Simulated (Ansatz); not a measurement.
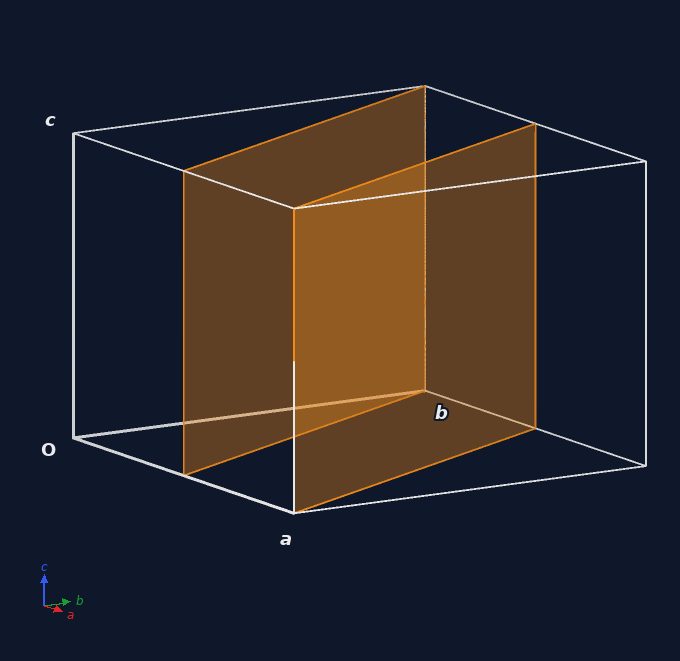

Crystal: Ca2BPb, the input geometry of an electronic-structure calculation (not necessarily at equilibrium); the starting structure was generated, so it need not be a known form of this composition. Every member of one family of equally spaced planes, hx + ky + lz = a whole number, that cuts the unit cell is shaded (one member passes through the origin O, touching the cell only at an edge or corner). The drawing is computed from the coordinates (standard cell, symmetry found to 0.002 Å).

a = 5.086 Å, b = 5.086 Å, c = 3.819 Å, α = 90.00°, β = 90.00°, γ = 90.00°.

Which (hkl) family is drawn?

(2 1 0); the opposite sign names the same planes. The member next to the origin meets the axes a at 1/2, b at 1, c never.

What is the spacing?

d = 2.275 Å.
